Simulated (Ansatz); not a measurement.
# How fast states decay through Cs2LuTlF6

Aim: relax a made-up compound, Cs2LuTlF6, and see how good a tunnel barrier it would be. It is built by putting Lu for Y in the Cs2YTlF6 structure of space group Fm-3m, with the volume rescaled by atomic radii. The parent structure comes from the Materials Project.

Method: r2SCAN DFT, plane waves, PAW files, in the first sound run; inputs show where later runs differ, in Ansatz 0.2.0.

The structure was built from a prototype and need not be the compound's stable phase.

### 1. The structure

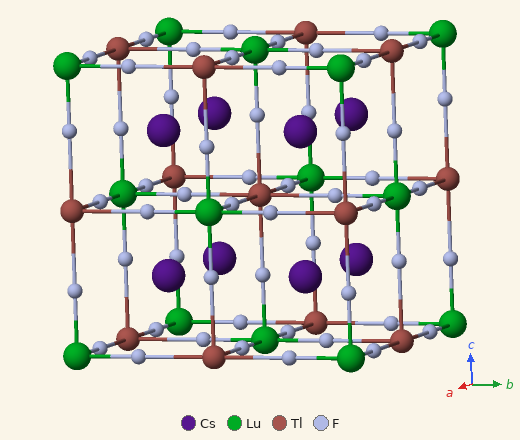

The starting structure, seen slightly off an axis (caesium purple, lutetium green, thallium brown, fluorine light blue). This picture shows the conventional cell, with its axes. Some periodic images of atoms are drawn too.

Structure file:

```cif
data_structure
_symmetry_space_group_name_H-M 'Fm-3m'
_symmetry_Int_Tables_number 225
_cell_length_a 9.6087
_cell_length_b 9.6087
_cell_length_c 9.6087
_cell_angle_alpha 90.000
_cell_angle_beta 90.000
_cell_angle_gamma 90.000
_cell_volume 887.15
loop_
_atom_site_label
_atom_site_type_symbol
_atom_site_symmetry_multiplicity
_atom_site_Wyckoff_symbol
_atom_site_fract_x
_atom_site_fract_y
_atom_site_fract_z
_atom_site_occupancy
Cs1 Cs 8 c 0.25000 0.25000 0.75000 1
Lu1 Lu 4 a 0.00000 0.00000 0.00000 1
Tl1 Tl 4 b 0.50000 0.00000 0.00000 1
F1 F 24 e 0.22475 0.00000 0.00000 1
```

### 2. Relaxing the new crystal

The substituted atoms don't fit the parent's cell, so cell and atoms relax together. A small smearing keeps the run stable in case the gap closes on the way.

input.yaml

```yaml
crystal:
  lattice:
    - [0.0, 4.804358001, 4.804358001]
    - [4.804358001, 0.0, 4.804358001]
    - [4.804358001, 4.804358001, 0.0]
  atoms:
    - { symbol: Cs, position: [0.75, 0.75, 0.75] }
    - { symbol: Cs, position: [0.25, 0.25, 0.25] }
    - { symbol: Lu, position: [0.0, 0.0, 0.0] }
    - { symbol: Tl, position: [0.5, 0.5, 0.5] }
    - { symbol: F, position: [0.77524952, 0.22475048, 0.22475048] }
    - { symbol: F, position: [0.22475048, 0.22475048, 0.77524952] }
    - { symbol: F, position: [0.22475048, 0.77524952, 0.77524952] }
    - { symbol: F, position: [0.22475048, 0.77524952, 0.22475048] }
    - { symbol: F, position: [0.77524952, 0.22475048, 0.77524952] }
    - { symbol: F, position: [0.77524952, 0.77524952, 0.22475048] }
kpoints:
  mp_grid: { grid: [4, 4, 4] }
scf:
  occupations: { method: gaussian, width: 0.03 }
hamiltonian:
  xc: r2scan
output:
  forces: true
  stress: true
relax:
  f_tol: 0.02
  max_steps: 60
  cell: {}
```

The run is started by

```bash
$ ansatz run input.yaml --threads 2 --pin off --max-ram 4096MiB --backend cpu --events-out ev --progress --plain --runs-dir out
```

Numbers of over 12 decimals in the logs are rounded to 6 here.

What it wrote:

```text
Engine: ansatz 0.2.0, x86_64-unknown-linux-gnu
Pseudopotentials: kind: paw
Pseudopotential: Cs, paw, valence charge 9, recommended cutoff 500 eV (meta_gga), Cs.paw.azcp
Pseudopotential: Lu, paw, valence charge 25, recommended cutoff 500 eV (meta_gga), Lu.paw.azcp
Pseudopotential: Tl, paw, valence charge 13, recommended cutoff 500 eV (meta_gga), Tl.paw.azcp
Pseudopotential: F, paw, valence charge 7, recommended cutoff 500 eV (meta_gga), F.paw.azcp
Functional definition: r2SCAN
  parameter k0 = 0.174
  parameter k1 = 0.065
  parameter a1 = 4.9479
  exchange = r2scan_x(k0 = k0, k1 = k1, a1 = a1)
  correlation = r2scan_c
Crystal: 10 atoms, lattice volume = 221.787 Å³
Basis set: ecut = 500 eV, 5601 PW (Γ), exchange–correlation on 200×200×200 points (64 copies of the dense FFT grid, shifted against one another)
Bands: 59, of which v1, the nominal top of the filled ones, is band 49 counted from 1 (48 counted from 0)
Symmetry: 48 space group operations
Space group: Fm-3m (ITA 225), of the structure as read, at distance tolerance 6.1e-5 Å
k-points: 8 of 64
Non-local potential: Cs, projectors of the file, l = 0: 3, l = 1: 2, l = 2: 2, l = 3: 2
Non-local potential: Lu, projectors of the file, l = 0: 3, l = 1: 2, l = 2: 2, l = 3: 3
Non-local potential: Tl, projectors of the file, l = 0: 2, l = 1: 2, l = 2: 2, l = 3: 1
Non-local potential: F, projectors of the file, l = 0: 2, l = 1: 2, l = 2: 1
PAW form: soft (Blöchl's): semilocal exchange-correlation on the pseudo side does not see the compensation charge
PAW frozen core: Cs, regenerated for the run's functional (the file was generated under x = pbe(κ = 0.804, μ = 0.219515), c = pbe(β = 0.066725))
PAW frozen core: Lu, regenerated for the run's functional (the file was generated under x = pbe(κ = 0.804, μ = 0.219515), c = pbe(β = 0.066725))
PAW frozen core: Tl, regenerated for the run's functional (the file was generated under x = pbe(κ = 0.804, μ = 0.219515), c = pbe(β = 0.066725))
PAW frozen core: F, regenerated for the run's functional (the file was generated under x = pbe(κ = 0.804, μ = 0.219515), c = pbe(β = 0.066725))
PAW one-centre angular grid: Cs, 302 points (default); XC on 160 Gauss nodes
PAW one-centre angular grid: Lu, 974 points (default); XC on 160 Gauss nodes
PAW one-centre angular grid: Tl, 590 points (default); XC on 160 Gauss nodes
PAW one-centre angular grid: F, 302 points (default); XC on 160 Gauss nodes
Initial density: superposition of atomic densities (neutral atoms: chi_scale 0, normalization atom), corrected by the library's trained network
Initial wavefunctions: pseudopotential atomic-orbital guess
Functional: x = r2scan, c = r2scan; τ floored in thin density (d = 2e-4 eV/Å³)
SCF iter   1: F=—  HF=-42448.455016 eV  |F-HF|=—  |Δ(HF+E_count)|=         —  Δρ=7.87e-3  dr2=1.34e-1  dr2_τ=1.86e-1  ethr=1.77e-3  ⟨swp⟩=8.2  Hψ=2008  notcnv=0  defer=2
preconditioner: auto → Resta (q_TF=auto, 2.381 Å⁻¹)  ε∞=3.4  [insulator: Δε(μ)=5.411 eV  Ē_g=15.685 eV  σ=0.030 eV  W_gap=1.00  n_scr=58 (ndim 8)  ℏωp=24.4 eV  f_vac=0.107  D(μ)=0.00/eV (n_scr^D=0)  ε∞_Penn≈3.4]
SCF iter   2: F=—  HF=-42448.576798 eV  |F-HF|=—  |Δ(HF+E_count)|=   1.22e-1  Δρ=3.86e-3  dr2=2.39e-2  dr2_τ=5.27e-3  ethr=1.37e-4  ⟨swp⟩=3.6  Hψ=1096  notcnv=0  defer=8
SCF iter   3: F=—  HF=-42448.567060 eV  |F-HF|=—  |Δ(HF+E_count)|=   9.74e-3  Δρ=2.19e-3  dr2=7.47e-3  dr2_τ=8.60e-4  ethr=2.43e-5  ⟨swp⟩=3.0  Hψ=952  notcnv=0
automatic band count: iteration 3 solves 58 bands in place of 59: the levels show a gap, and the empty bands left out lie too high to hold charge; the band table lists the bands solved (type scf.n_extra_bands for more)
SCF iter   4: F=—  HF=-42448.564996 eV  |F-HF|=—  |Δ(HF+E_count)|=   2.06e-3  Δρ=9.55e-4  dr2=2.55e-3  dr2_τ=1.52e-4  ethr=7.62e-6  ⟨swp⟩=2.8  Hψ=943  notcnv=0
SCF iter   5: F=—  HF=-42448.564305 eV  |F-HF|=—  |Δ(HF+E_count)|=   6.92e-4  Δρ=2.58e-4  dr2=1.59e-4  dr2_τ=1.62e-5  ethr=2.60e-6  ⟨swp⟩=2.0  Hψ=678  notcnv=0
automatic band count: iteration 5 solves 57 bands in place of 58: the levels show a gap, and the empty bands left out lie too high to hold charge; the band table lists the bands solved (type scf.n_extra_bands for more)
SCF iter   6: F=—  HF=-42448.564304 eV  |F-HF|=—  |Δ(HF+E_count)|=   5.59e-7  Δρ=6.97e-5  dr2=2.06e-5  dr2_τ=9.49e-7  ethr=1.62e-7  ⟨swp⟩=2.0  Hψ=756  notcnv=0
SCF iter   7: F=—  HF=-42448.564200 eV  |F-HF|=—  |Δ(HF+E_count)|=   1.04e-4  Δρ=1.26e-5  dr2=5.40e-7  dr2_τ=5.67e-8  ethr=2.10e-8  ⟨swp⟩=2.0  Hψ=757  notcnv=0
SCF iter   8: F=—  HF=-42448.564201 eV  |F-HF|=—  |Δ(HF+E_count)|=   3.08e-7  Δρ=3.59e-6  dr2=3.33e-8  dr2_τ=2.79e-9  ethr=1.02e-10  ⟨swp⟩=5.1  Hψ=1955  notcnv=0
SCF iter   9: F=-42448.564201 eV  HF=-42448.564201 eV  |F-HF|=4.51e-10  |Δ(HF+E_count)|=   8.32e-9  Δρ=7.98e-7  dr2=1.15e-9  dr2_τ=2.30e-10  ethr=3.40e-11  ⟨swp⟩=4.0  Hψ=1657  notcnv=0
SCF 1 converged in 9 iterations: F = -42448.564201 eV  dr2 = 1.15e-9
  greatest PAW one-centre occupation: 0.996 electrons in one spin orbital (limit 2), on the Lu atom at site 2 (counted from 0), in its partial waves of l = 3
relax step   1: F+E_penalty+E_count = -42448.56420052 eV  Δ(F+E_penalty+E_count) = +0.000e0 eV  max|allowed force component| = 5.095e-1 eV/Å  Δτ_max = 0.0000 Å  P = -1.314 GPa  Ω = 221.787 Å³  (9 SCF iters, dr2 threshold 1.00e-7 eV, accepted)
Crystal: 10 atoms, lattice volume = 221.270 Å³
Initial density: handed on by an earlier stage of this run
Initial wavefunctions: those handed on with the density
iter 1 solved again at ethr=3.52e-5 eV; its pass at ethr=3.10e-3 eV (dr2=3.45e-2 eV) is discarded
SCF iter   1: F=—  HF=-42448.501867 eV  |F-HF|=—  |Δ(HF+E_count)|=         —  Δρ=6.15e-3  dr2=3.39e-2  dr2_τ=6.44e-1  ethr=3.52e-5  ⟨swp⟩=2.9  Hψ=1888  notcnv=0
automatic band count: iteration 1 solves 57 bands in place of 59: the levels show a gap, and the empty bands left out lie too high to hold charge; the band table lists the bands solved (type scf.n_extra_bands for more)
preconditioner: auto → Resta (q_TF=auto, 2.382 Å⁻¹)  ε∞=3.6  [insulator: Δε(μ)=5.248 eV  Ē_g=15.211 eV  σ=0.030 eV  W_gap=1.00  n_scr=58 (ndim 8)  ℏωp=24.5 eV  f_vac=0.111  D(μ)=0.00/eV (n_scr^D=0)  ε∞_Penn≈3.6]
SCF iter   2: F=—  HF=-42448.607583 eV  |F-HF|=—  |Δ(HF+E_count)|=   1.06e-1  Δρ=2.47e-3  dr2=5.06e-3  dr2_τ=9.72e-4  ethr=3.46e-5  ⟨swp⟩=3.0  Hψ=958  notcnv=0
SCF iter   3: F=—  HF=-42448.606997 eV  |F-HF|=—  |Δ(HF+E_count)|=   5.86e-4  Δρ=1.03e-3  dr2=1.06e-3  dr2_τ=2.03e-4  ethr=5.16e-6  ⟨swp⟩=2.0  Hψ=880  notcnv=0
SCF iter   4: F=—  HF=-42448.606565 eV  |F-HF|=—  |Δ(HF+E_count)|=   4.32e-4  Δρ=4.30e-4  dr2=1.60e-4  dr2_τ=2.88e-5  ethr=1.08e-6  ⟨swp⟩=2.0  Hψ=847  notcnv=0
SCF iter   5: F=—  HF=-42448.606448 eV  |F-HF|=—  |Δ(HF+E_count)|=   1.17e-4  Δρ=1.48e-4  dr2=3.32e-5  dr2_τ=3.84e-6  ethr=1.64e-7  ⟨swp⟩=2.0  Hψ=728  notcnv=0
SCF iter   6: F=—  HF=-42448.606440 eV  |F-HF|=—  |Δ(HF+E_count)|=   8.01e-6  Δρ=5.92e-5  dr2=6.75e-6  dr2_τ=6.57e-7  ethr=3.39e-8  ⟨swp⟩=2.0  Hψ=826  notcnv=0
SCF iter   7: F=-42448.606440 eV  HF=-42448.606440 eV  |F-HF|=7.84e-8  |Δ(HF+E_count)|=   1.46e-7  Δρ=1.13e-5  dr2=4.82e-7  dr2_τ=2.05e-8  ethr=1.02e-9  ⟨swp⟩=3.9  Hψ=1935  notcnv=0
SCF 2 converged in 7 iterations: F = -42448.606440 eV  dr2 = 4.82e-7
relax step   2: F+E_penalty+E_count = -42448.60643969 eV  Δ(F+E_penalty+E_count) = -4.224e-2 eV  max|allowed force component| = 2.091e-1 eV/Å  Δτ_max = 0.0419 Å  P = +0.052 GPa  Ω = 221.270 Å³  energy of the carried Pulay correction = +2.078e-4 eV  (7 SCF iters, dr2 threshold 1.00e-6 eV, accepted)
Crystal: 10 atoms, lattice volume = 219.084 Å³
iter 1 solved again at ethr=8.42e-6 eV; its pass at ethr=3.10e-3 eV (dr2=8.25e-3 eV) is discarded
SCF iter   1: F=—  HF=-42448.612057 eV  |F-HF|=—  |Δ(HF+E_count)|=         —  Δρ=2.65e-3  dr2=8.76e-3  dr2_τ=1.02e-1  ethr=8.42e-6  ⟨swp⟩=2.6  Hψ=2119  notcnv=0
automatic band count: iteration 1 solves 57 bands in place of 59: the levels show a gap, and the empty bands left out lie too high to hold charge; the band table lists the bands solved (type scf.n_extra_bands for more)
preconditioner: auto → Resta (q_TF=auto, 2.386 Å⁻¹)  ε∞=3.6  [insulator: Δε(μ)=5.237 eV  Ē_g=15.268 eV  σ=0.030 eV  W_gap=1.00  n_scr=58 (ndim 8)  ℏωp=24.6 eV  f_vac=0.107  D(μ)=0.00/eV (n_scr^D=0)  ε∞_Penn≈3.6]
SCF iter   2: F=—  HF=-42448.617226 eV  |F-HF|=—  |Δ(HF+E_count)|=   5.17e-3  Δρ=9.88e-4  dr2=8.91e-4  dr2_τ=1.92e-4  ethr=8.42e-6  ⟨swp⟩=2.9  Hψ=898  notcnv=0
SCF iter   3: F=—  HF=-42448.616998 eV  |F-HF|=—  |Δ(HF+E_count)|=   2.28e-4  Δρ=3.55e-4  dr2=1.18e-4  dr2_τ=2.36e-5  ethr=9.09e-7  ⟨swp⟩=2.0  Hψ=816  notcnv=0
SCF iter   4: F=—  HF=-42448.616991 eV  |F-HF|=—  |Δ(HF+E_count)|=   7.39e-6  Δρ=1.02e-4  dr2=9.86e-6  dr2_τ=1.95e-6  ethr=1.20e-7  ⟨swp⟩=2.0  Hψ=848  notcnv=0
SCF iter   5: F=—  HF=-42448.616994 eV  |F-HF|=—  |Δ(HF+E_count)|=   2.77e-6  Δρ=3.16e-5  dr2=1.54e-6  dr2_τ=2.46e-7  ethr=1.01e-8  ⟨swp⟩=2.0  Hψ=847  notcnv=0
SCF iter   6: F=-42448.616992 eV  HF=-42448.616992 eV  |F-HF|=1.31e-8  |Δ(HF+E_count)|=   1.78e-6  Δρ=1.55e-5  dr2=4.06e-7  dr2_τ=4.16e-8  ethr=1.02e-9  ⟨swp⟩=5.0  Hψ=1825  notcnv=0
SCF 3 converged in 6 iterations: F = -42448.616992 eV  dr2 = 4.06e-7
relax step   3: F+E_penalty+E_count = -42448.61699179 eV  Δ(F+E_penalty+E_count) = -1.055e-2 eV  max|allowed force component| = 9.548e-3 eV/Å  Δτ_max = 0.0166 Å  P = -0.013 GPa  Ω = 219.084 Å³  energy of the carried Pulay correction = +1.095e-3 eV  (6 SCF iters, dr2 threshold 1.00e-6 eV, accepted)
Initial wavefunctions: pseudopotential atomic-orbital guess (no wavefunctions were taken with the density)
iter 1 solved again at ethr=4.12e-8 eV; its pass at ethr=3.10e-3 eV (dr2=4.04e-5 eV) is discarded
SCF iter   1: F=—  HF=-42448.615937 eV  |F-HF|=—  |Δ(HF+E_count)|=         —  Δρ=4.07e-5  dr2=6.96e-7  dr2_τ=1.43e-6  ethr=4.12e-8  ⟨swp⟩=3.9  Hψ=3662  notcnv=0
preconditioner: auto → Resta (q_TF=auto, 2.386 Å⁻¹)  ε∞=3.5  [insulator: Δε(μ)=5.221 eV  Ē_g=15.494 eV  σ=0.030 eV  W_gap=1.00  n_scr=58 (ndim 8)  ℏωp=24.6 eV  f_vac=0.107  D(μ)=0.00/eV (n_scr^D=0)  ε∞_Penn≈3.5]
SCF iter   2: F=—  HF=-42448.615853 eV  |F-HF|=—  |Δ(HF+E_count)|=   8.40e-5  Δρ=2.09e-5  dr2=1.88e-7  dr2_τ=1.79e-7  ethr=7.10e-10  ⟨swp⟩=2.0  Hψ=864  notcnv=0
SCF iter   3: F=—  HF=-42448.615853 eV  |F-HF|=—  |Δ(HF+E_count)|=   2.92e-7  Δρ=5.65e-6  dr2=3.78e-8  dr2_τ=7.41e-9  ethr=1.92e-10  ⟨swp⟩=2.0  Hψ=832  notcnv=0
SCF iter   4: F=—  HF=-42448.615853 eV  |F-HF|=—  |Δ(HF+E_count)|=   2.01e-8  Δρ=1.88e-6  dr2=5.33e-9  dr2_τ=4.84e-10  ethr=3.86e-11  ⟨swp⟩=2.0  Hψ=864  notcnv=0
SCF iter   5: F=—  HF=-42448.615853 eV  |F-HF|=—  |Δ(HF+E_count)|=   4.15e-9  Δρ=7.31e-7  dr2=8.49e-10  dr2_τ=1.21e-10  ethr=5.43e-12  ⟨swp⟩=2.0  Hψ=856  notcnv=0
SCF iter   6: F=-42448.615853 eV  HF=-42448.615853 eV  |F-HF|=1.46e-11  |Δ(HF+E_count)|=  5.60e-10  Δρ=1.56e-7  dr2=3.09e-11  dr2_τ=4.35e-12  ethr=1.00e-12  ⟨swp⟩=3.8  Hψ=2174  notcnv=0
SCF 4 converged in 6 iterations: F = -42448.615853 eV  dr2 = 3.09e-11
relax step   4: F+E_penalty+E_count = -42448.61585318 eV  Δ(F+E_penalty+E_count) = +1.139e-3 eV  max|allowed force component| = 9.627e-3 eV/Å  Δτ_max = 0.0000 Å  P = -0.009 GPa  Ω = 219.084 Å³  stress off target by 8.62e-3 GPa  SCF on the basis re-selected at this cell (its energy is not comparable with the rows above)  (6 SCF iters)
basis re-selected at this cell: Δ(F+E_penalty+E_count) = +1.139e-3 eV, ΔP = +0.004 GPa vs the last step (what re-selecting the basis moved, of the pressure what is left beyond the Pulay correction that the steps carried, after the strain that the cell walked since its last selection, with what the two solves' SCF thresholds leave and, on support functions, any second-order correction that the steps lacked; it is no m [...]
SCF converged after 6 iterations
Free energy (F): -42448.615853 eV
Harris-Foulkes:  -42448.615853 eV  (|F-HF|=1.46e-11)
Internal energy: -42448.615853 eV  (E = F + TS)
E sigma→0 (E₀):  -42448.615853 eV
Fermi energy:    6.779378 eV
--- Per-component energies (eV) ---
  E_band       = -503.358038
  E_kinetic    = 2287.414127
  E_local      = -15352.498515  (includes V_loc(G=0)·N_el)
  E_nonlocal   = 1385.354461
  E_hartree    = 6439.874112
  E_xc         = -1239.377734
  E_vxc        = -1430.432866  (∫ρ·V_xc dr)
  E_paw        = -28976.767625  (= ΣΔE_a)
  E_vpaw       = -367.193340  (= ΣTr[D̂ρ^β])
  E_aug_tail   = 0.006274  (compensation charges beyond the density's cutoff)
  E_vtau       = 94.243697  (kinetic-family band-sum trace: ∫τ·v_τ [+ j·A + Jᵃ·Aᵃ] dr)
  E_ewald      = -6994.249647
  E_core_change = 1.628693  (= ΣΔE_core)
  E_smearing   = -0.000000  (= −TS)
  E_closure    = 0.000000  (closes the sum)
  Σ components = -42448.615853   (vs F -42448.615853, Δ=0.00e0)
--- Forces (eV/Å), atoms counted from 1 ---
  atom   1  Cs    -0.00000000    -0.00000000     0.00000000
  atom   2  Cs     0.00000000     0.00000000     0.00000000
  atom   3  Lu    -0.00000000    -0.00000000    -0.00000000
  atom   4  Tl     0.00000000     0.00000000     0.00000000
  atom   5  F     -0.00962703    -0.00000000     0.00000000
  atom   6  F      0.00000000    -0.00000000    -0.00962703
  atom   7  F      0.00962703     0.00000000    -0.00000000
  atom   8  F     -0.00000000    -0.00962703     0.00000000
  atom   9  F      0.00000000     0.00962703     0.00000000
  atom  10  F     -0.00000000     0.00000000     0.00962703
  max |Σ_I F_I| component: 6.94e-18 eV/Å
--- Stress (GPa, compression-positive) ---
       -0.008622      -0.000000      -0.000000
       -0.000000      -0.008622      -0.000000
       -0.000000      -0.000000      -0.008622
  P = ⅓ Tr σ = -0.0086 GPa (-0.086 kbar)
--- Relaxed structure (3 steps of the walk, 3 accepted, 1 SCFs on fresh bases) ---
  F+E_penalty+E_count = -42448.61585318 eV   max|allowed force component| = 9.627e-3 eV/Å   (the final SCF, on the basis selected at the relaxed cell)
  cell:  # Å, volume = 219.0839 Å³
    - [0, 4.784760, 4.784760]
    - [4.784760, 0, 4.784760]
    - [4.784760, 4.784760, 0]
  atoms:
    - { symbol: Cs, position: [0.750000, 0.750000, 0.750000] }
    - { symbol: Cs, position: [0.25, 0.25, 0.25] }
    - { symbol: Lu, position: [2.888583199862684e-19, 1.4442915999313394e-19, -1.4442915999313462e-19] }
    - { symbol: Tl, position: [0.5, 0.5, 0.5] }
    - { symbol: F, position: [0.777882, 0.222118, 0.222118] }
    - { symbol: F, position: [0.222118, 0.222118, 0.777882] }
    - { symbol: F, position: [0.222118, 0.777882, 0.777882] }
    - { symbol: F, position: [0.222118, 0.777882, 0.222118] }
    - { symbol: F, position: [0.777882, 0.222118, 0.777882] }
    - { symbol: F, position: [0.777882, 0.777882, 0.222118] }
```

Elapsed: 23 s, on 2 threads of Intel Xeon Platinum 8488C (Sapphire Rapids), shared host; peak memory 1.2 GiB; 45 s of CPU time.

The steps of the relaxation:

| step | energy less that of the first step (eV) | largest force component (eV/Å) | pressure (GPa) | volume (Å³) |
| --- | --- | --- | --- | --- |
| 1 | 0.0000 | 0.5095 | -1.31 | 221.79 |
| 2 | -0.0422 | 0.2091 | 0.05 | 221.27 |
| 3 | -0.0528 | 0.0095 | -0.01 | 219.08 |
| 4* | -0.0517 | 0.0096 | -0.01 | 219.08 |

Relaxation steps marked * repeat the geometry before them on a plane-wave basis chosen anew for their cell, so energy and pressure can jump there.

Forces are held to the 48 operations that the run works with; a distortion that breaks them can't arise in this run.

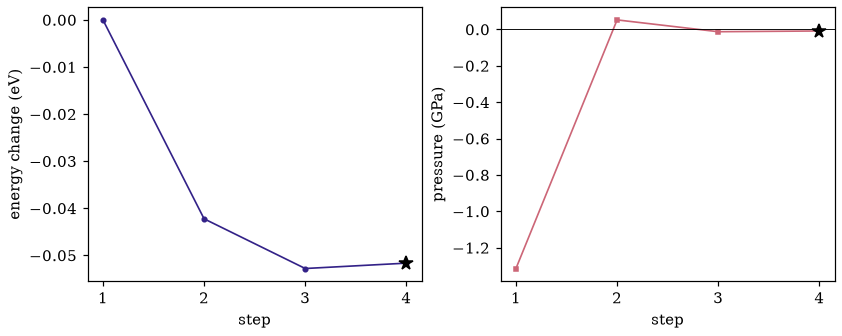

Energy and pressure along the relaxation. Stars mark steps on a basis chosen anew.

| conventional cell, symmetrised | before | after | change |
| --- | --- | --- | --- |
| a (Å) | 9.609 | 9.570 | -0.4 % |
| b (Å) | 9.609 | 9.570 | -0.4 % |
| c (Å) | 9.609 | 9.570 | -0.4 % |
| volume (Å³/atom) | 22.18 | 21.91 | -1.2 % |

The atoms that moved most (Å, as changes of fractional coordinates times the final cell):

| atom | dx | dy | dz | length |
| --- | --- | --- | --- | --- |
| F5 | -0.025 | 0.000 | 0.000 | 0.025 |
| F6 | 0.000 | 0.000 | -0.025 | 0.025 |
| F7 | 0.025 | 0.000 | 0.000 | 0.025 |
| F8 | 0.000 | -0.025 | 0.000 | 0.025 |
| F9 | 0.000 | 0.025 | 0.000 | 0.025 |
| F10 | 0.000 | 0.000 | 0.025 | 0.025 |

This step gave:

| Property | Result |
| --- | --- |
| free energy | -42448.6159 eV |
| Fermi energy | 6.779 eV |
| pressure | -0.008622 GPa |

The largest force component on a free atom ends at 0.0096 eV/Å.

(Continued in part 2 of 3.)

[Logs are printed without paths, hosts, clocks, repeated set-up lines and the standing remarks that a program may print on its own settings, such as how far it seeks lower states.]

[Hosts, paths, dates, database ids (printed as entryN), source tags and the programs' standing remarks are cut or masked in the printed files.]
